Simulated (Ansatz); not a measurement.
Amorphous Hf$_{18}$O$_{27}$N$_{6}$

The cell was made by melting and quenching with the CHGNet potential and then relaxed with DFT. O and N atoms were pushed apart under 1.9 Å during the dynamics, to hinder bonds among them. The hot cell started wider than the set density and was brought back towards it in steps. It is the lowest in DFT energy of 3 quenches. It is a model cell: composition and starting density were chosen by hand, and all elements were melted together. No dispersion term was used.

Methods: PBE, scalar-relativistic without spin-orbit coupling (Ansatz, an electronic-structure program); r2SCAN, scalar-relativistic without spin-orbit coupling (Ansatz); HSE06, scalar-relativistic without spin-orbit coupling (Ansatz). Geometry, pressure, stress and energy are those of the PBE run. Its sampling: a 2×2×2 Γ-centred mesh; Fermi-Dirac width 0.02 eV; no spin polarisation. Other functionals are single points at the zone centre (r2SCAN at 500 eV; exact exchange cut at the cell's faces), free to take moments where seeds were set.

The number of atoms in the cell is 51, the density (held, not predicted) is 9.54 g/cm³ and the volume per atom is 12.73 Å³. The pressure on a 2×2×2 Γ-centred mesh comes out as -1.14 GPa. The largest force and stress component on that mesh (the relaxation ran on one k-point at (1/4, 1/4, 1/4)) is 0.03 eV/Å and 1.2 GPa, the gap on a 2×2×2 Γ-centred mesh (PBE) is 2.96 eV and the gap at the zone centre (PBE) comes out as 3.08 eV. The gap at the zone centre (r2SCAN) is 3.47 eV. The gap at the zone centre (HSE06) comes out as 4.32 eV.

Bonds are counted up to Hf-Hf 3.34 Å, Hf-O 2.78 Å, Hf-N 2.68 Å, O-O 1.58 Å, O-N 1.64 Å, N-N 1.70 Å. Two cations that share two anions don't count as bonded, nor two that share one unless they lie closer than Hf-Hf 3.25 Å.

```
Item                                                              Value
---------------------------------  ------------------------------------
Mean coordination of Hf by anions   6.33 (2 with 5, 8 with 6, 8 with 7)
Mean coordination of O                      3.41 (16 with 3, 11 with 4)
Mean coordination of N                        3.67 (2 with 3, 4 with 4)
Mean Hf-O bond                     2.184 Å (spread 0.146 Å, 92 counted)
Mean Hf-N bond                     2.158 Å (spread 0.119 Å, 22 counted)
```

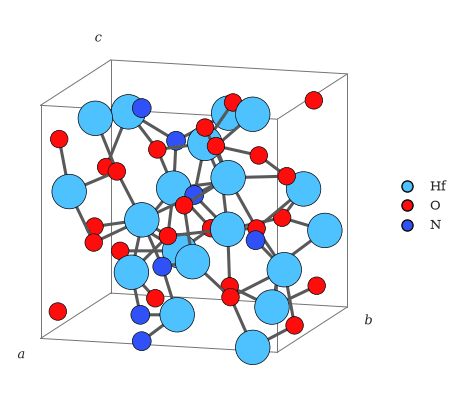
The relaxed cell

Its density started from a set value of 9.54 g/cm³. Cooling (nominally 380 K/ps over its main leg) ran many orders faster than in experiment, which tends to leave more defects and strain. A cell of this size samples the disorder only roughly. The volume was held where the preparation left it and the shape relaxed, at a PBE pressure of -1.1 GPa (tension). Stress components on the final sampling reach 1.2 GPa.
